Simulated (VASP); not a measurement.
Energy against volume of CsCl (CsCl type). Level of theory: TPSS meta-GGA, VASP's PBE PAW potentials (set 64) (plane waves; VASP 6.6.1).

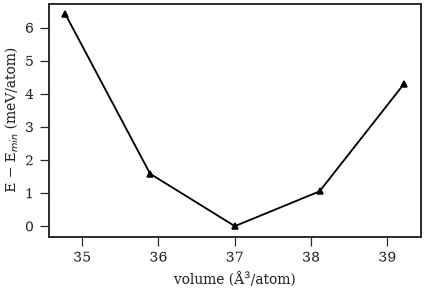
Figure: Energy against volume

Task: Estimate the equilibrium volume and the bulk modulus.

Result: The minimum lies near 37.1 Å³/atom, and the curvature gives B0 of about 13 GPa.

The compound is CsCl in the CsCl type structure. It was relaxed first, which changed the volume by +6 %.
